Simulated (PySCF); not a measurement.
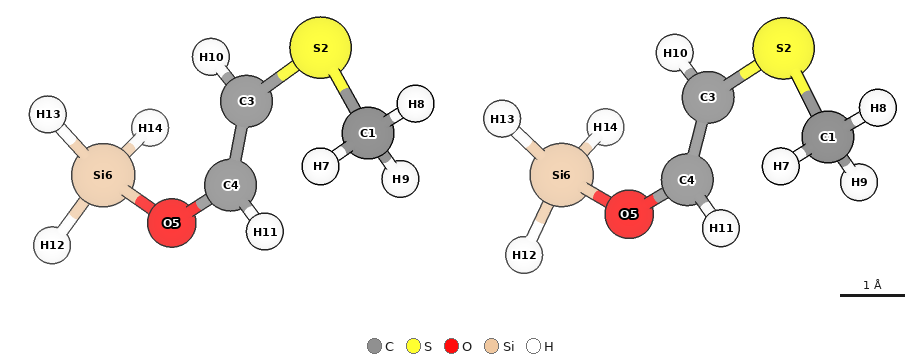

Two geometries of C₃H₈OSSi, drawn at one scale. One is the start of a relaxation, the other its converged end. The picture is a ball-and-stick view, seen from a free direction.

Computed with PBE0-D3(BJ)/def2-SVP geometry optimisation, gas phase in PySCF. 

### Which of the two is the end point?

The left one is the relaxed one. The start comes from GFN2-xTB. Its atoms were then displaced at random by about 0.01 Å. After 8 geometry steps the energy has fallen by 5.18 kcal/mol. The atom that moves furthest after the best rigid fit is H12 (0.26 Å). Largest moves by element: H 0.26 Å, O 0.14 Å, C 0.10 Å, S 0.06 Å, Si 0.03 Å. Among the contacts that change: O5–Si6 1.627 → 1.679 Å, C4–O5 1.313 → 1.353 Å, C1–H7 1.061 → 1.101 Å, Si6–H13 1.462 → 1.494 Å. Among the angles between lasting bonds that change: O5–Si6–H12 98.7° → 105.3°, C4–O5–Si6 133.1° → 127.3°, H12–Si6–H13 114.5° → 110.9°.
